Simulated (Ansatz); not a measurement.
## Fields on a plane of AlP (zinc blende)

```
CELL_PARAMETERS angstrom
      0.00000     2.75367     2.75367
      2.75367     0.00000     2.75367
      2.75367     2.75367     0.00000
ATOMIC_POSITIONS crystal
  P  0.25000 0.25000 0.25000
  Al 0.00000 0.00000 0.00000
```

The slice is a {111} plane (indices of the conventional cell) through the point (0.000, 0.000, 0.000) (fractional), spanned by u = [100] and v = [-1 2 0] in vectors of this cell: u (3.89 Å) and v (6.75 Å, at 90° to u). It covers one period; positions are fractions (u, v).

Atoms on it: Al at (0.00, 0.00); Al at (0.50, 0.50). Other atoms lie within 1 Å of the plane.

The numbers are results of PBE (plane waves to 420 eV, PAW, scalar-relativistic; Ansatz, a quantum-chemistry and plane-wave program), not measurements. k mesh 10×10×10. Inside the PAW spheres the values are not all-electron values, and peaks at nuclei hang on which shells count as valence. AlP was relaxed with its symmetry unable to fall. The PAW data are Ansatz's earlier set.

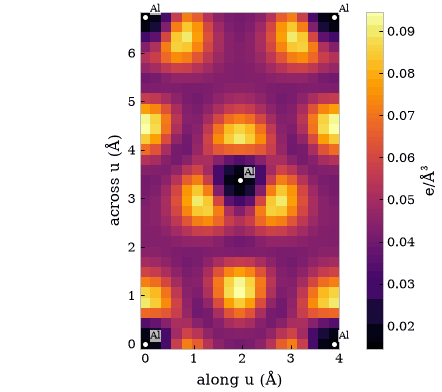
*Density of the lowest conduction band (whole band as if filled, smooth part) in e/Å³, one period of the plane, atoms marked. *

```
|      ..::::::::::::::::::::::..    |
|    ..............................  |
|::::::::......          ......::::::|
|++====--::..              ..::--====|
|****++--::..              ..::--++**|
|####**==--....          ....--==**##|
|@@%%##++--::..          ..::--++##%%|
|@@@@##**==--....      ....--==**##@@|
|@@@@%%##++--::..........::--++##%%@@|
|@@@@@@%%**==--::......::--==**%%@@@@|
|@@@@@@%%##++==::::..::::==++##%%@@@@|
|@@@@@@@@%%**==--::..::--==**%%@@@@@@|
|@@@@@@%%##**++--......--++**##%%@@@@|
|########****==::      ::==****######|
|++++++++++==--..      ..--==++++++++|
|------------::          ::----------|
|::::::::::::..          ..::::::::::|
|................      ..............|
|      ......::::::::::::::......    |
|        ..::--====++====--::..      |
|        ..::--++******++--::..      |
|      ....--==**######**==--....    |
|      ..::--++##%%@@%%##++--::..    |
|    ....--==**##@@@@@@##**==--....  |
|......::--++##%%@@@@@@%%##++--::....|
|....::--==**%%@@@@@@@@@@%%**==--::..|
|..::::==++##%%@@@@@@@@@@%%##++==::::|
|..::--==**%%@@@@@@@@@@@@@@%%**==--::|
|....--++**##%%@@@@@@@@@@%%##**++--..|
|    ::==****##############****==::  |
|    ..--==++++++++++++++++++==--..  |
|      ::----------------------::    |
```
Scale: ten equal steps from 0.000 (start of ' ') to 0.137 (end of '@'), in the order ' .:-=+*#%@'. Values: density of the highest valence band (whole band, smooth part) in e/Å³. The map has 18 points along u (two characters each, u = 0 at the left) and 32 along v (v = 0 in the bottom row).
